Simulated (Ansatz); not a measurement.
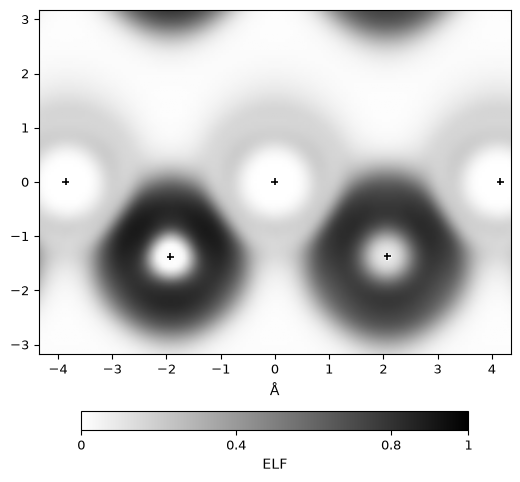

The electron localisation function on a plane through atoms (crosses mark nuclei in the plane).

Method: DFT PBEsol, scalar-relativistic, plane waves, PAW (Ansatz 0.2.0).

Candidates:
A. Ti5W, a = 2.83 Å, b = 5.41 Å, c = 13.63 Å, α = 90.06°, β = 90.79°, γ = 102.93°. Space group P-1; a structure generated by program, which may or may not match a known phase; computed pressure about −5 GPa in this cell; computed without spin polarisation.
B. Zn4Se3S, a = 4.00 Å, b = 8.01 Å, c = 5.66 Å, α = 90.00°, β = 90.00°, γ = 90.00°. Space group Pmm2; a structure generated by program, which may or may not match a known phase; computed pressure about −3 GPa in this cell.

Q: Which candidate gave the map?

A: Candidate B: Zn4Se3S on the (100) plane of the conventional cell, which holds Zn, Se and S. Zn–S (2.37 Å): the ELF peaks at about 0.90 in the valence shell of S, 0.8 Å from its nucleus, and is about 0.55 at the midpoint. Zn–Se (2.49 Å): the ELF is about 0.60 at the midpoint.
